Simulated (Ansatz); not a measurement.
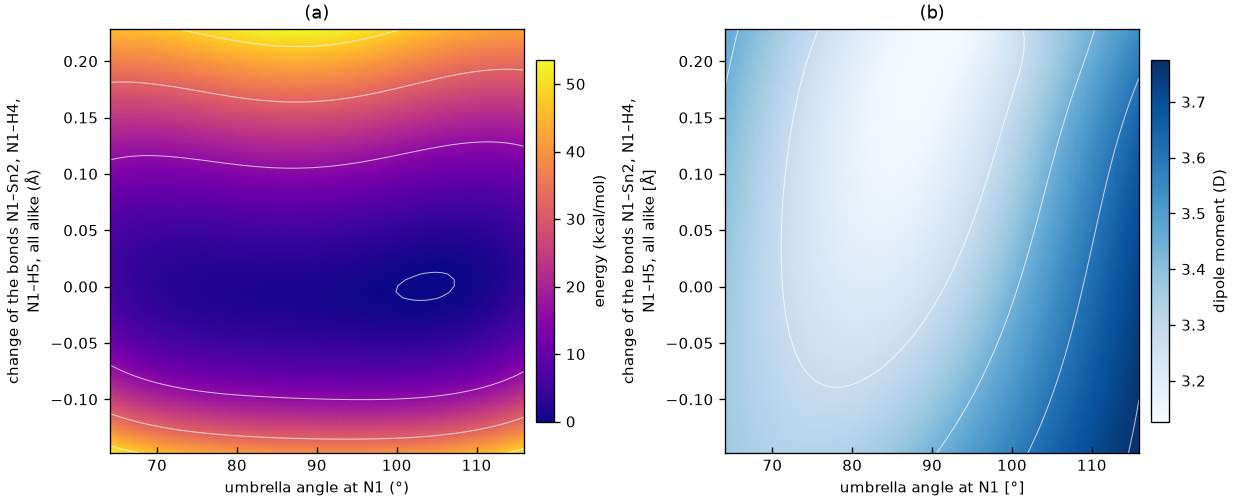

FH3NSn, SMILES [NH2][SnH][F], spin multiplicity 2. The first coordinate is: umbrella angle at N1 (between each of its bonds and their common axis; 90 is planar); the second: change of the bonds N1–Sn2, N1–H4, N1–H5, all alike. Nothing is relaxed (all other coordinates rigid). Grid: 15 × 15 points. Points are written as (first, second). Energies are in kcal/mol, from the lowest grid point. These are results of UHF/def2-SVP (Ansatz), not measurements.

Panel (a) is the energy; panel (b) is the computed dipole moment, in D.

Drawn: a smooth colour map with a few white contour lines. Between grid points the surface is interpolated.

How does the dipole moment vary over the map, and what is it at the lowest grid point?

Answer. Leaving out the highest fifth of the energies, it runs from 3.14 D at (86.3°, 0.148 Å) to 3.77 D at (115.9°, −0.121 Å). At the lowest grid point, (104.8°, 0.013 Å), it is 3.51 D.
